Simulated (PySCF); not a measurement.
BH₆N

```yaml
atoms:
  - { symbol: B, position_ang: [0.2597, -0.2536, 0.8748] }
  - { symbol: H, position_ang: [-0.8244, -0.5405, 0.4132] }
  - { symbol: H, position_ang: [0.3309, 0.8970, 1.2513] }
  - { symbol: H, position_ang: [1.1864, -0.5850, 0.1673] }
  - { symbol: N, position_ang: [0.4039, -1.1599, 2.2311] }
  - { symbol: H, position_ang: [-0.3578, -0.9714, 2.8748] }
  - { symbol: H, position_ang: [1.2753, -0.9588, 2.7114] }
  - { symbol: H, position_ang: [0.3897, -2.1502, 2.0104] }
```

Geometry: PBE0-D3(BJ)/def2-TZVPD.

These are results of wB97M-D3(BJ)/def2-TZVPD, SCF density, gas phase (PySCF 2.14.0), not measurements.

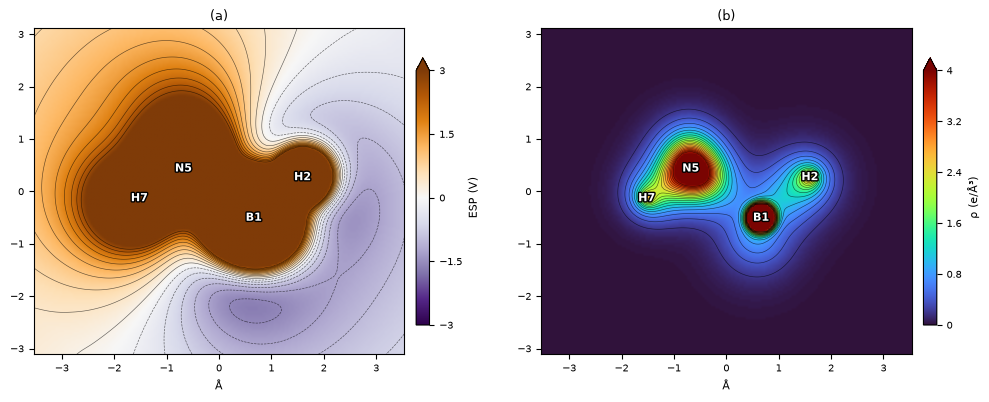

Figure 1. (a) electrostatic potential; (b) total electron density on the plane of atoms H2, B1 and N5.

Q: What do the fields say about this system?

A: The section cuts through B, H and N sites. B–N (1.64 Å): the density is about 1.1 e/Å³ at the midpoint. N–H (1.02 Å): ρ is about 2.9 e/Å³ halfway. B–H (1.21 Å): ρ is about 1.2 e/Å³ halfway. Outside the dense part of the molecule the potential is most negative (−1.7 V) near H2 and H3, which lies off the plane.

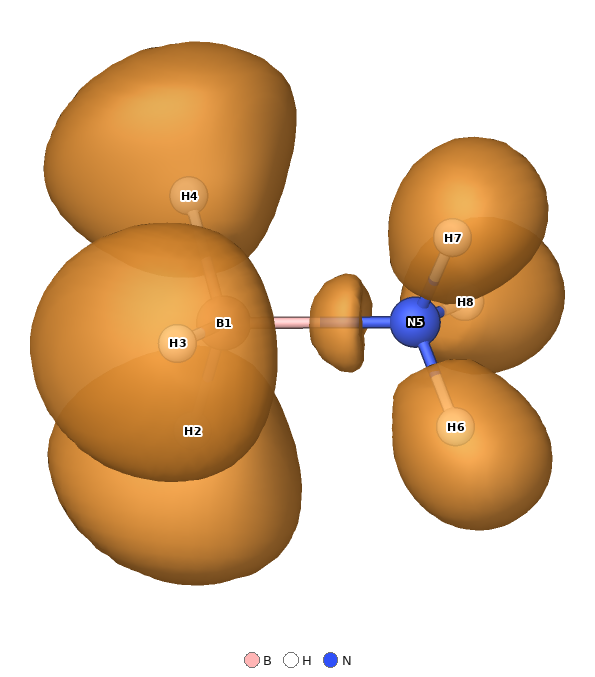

Figure 2. Isosurface of the electron localisation function at 0.85 (orange), seen across its widest extent. Only the valence region is drawn (cores and ρ < 0.01 e/Å³ removed).

Q: Identify the bonds, lone pairs and shells in this picture.

A: The surface consists of one region between bonded B–N atoms (shared pairs) and six regions around hydrogen nuclei. Profiles from the grid: B–N (1.64 Å): the ELF peaks at about 0.95 between the atoms: a shared but strongly polarised pair. N–H (1.01 Å): the ELF climbs to about 1 towards the hydrogen, as it does in any bond to H; a covalent bond by its length.

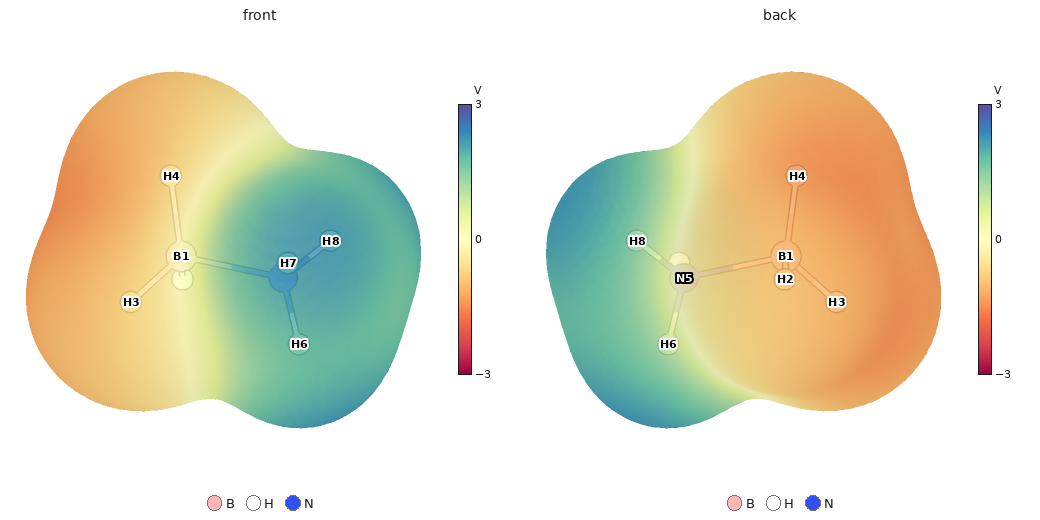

Figure 3. The electrostatic potential painted on the density surface at 0.001 e/bohr³, seen from the front and from behind; the colour scale runs from red (negative) to blue (positive).

Q: Where is the surface potential most negative and most positive?

A: The most negative region (about −1.5 V) lies over H2, the most positive (about +2.2 V) over H6, H7 and H8.

Q: What dipole moment does the calculation give?

A: Its dipole moment is 5.36 D.
